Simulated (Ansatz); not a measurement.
# Hypothetical zinc blende CsBr: response to strain

The parent structure is CsBr in the zinc blende structure (space group F-43m, No. 216; a = 8.017 Å; a hypothetical phase, not in the database extracts checked).

Strains are applied to the cell and any free atomic positions relax.

Level of theory: PBEsol in Ansatz (plane waves to 420 eV, PAW, no spin-orbit coupling).

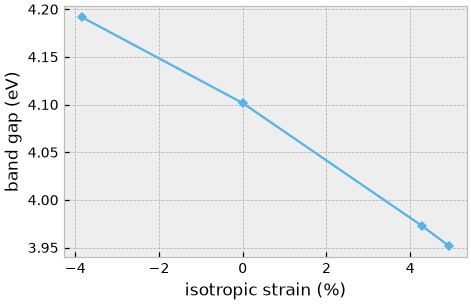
Fig. 1. Band gap against isotropic strain

Question: From the plot, what is the band gap for isotropic strain +4.27 %?

Answer: About 3.97 eV.

Question: Is the trend monotonic over the range shown?

Answer: Yes, it falls throughout, spanning 3.95 eV to 4.19 eV.

Stability against distortions was not tested.

Ansatz is an electronic-structure program.
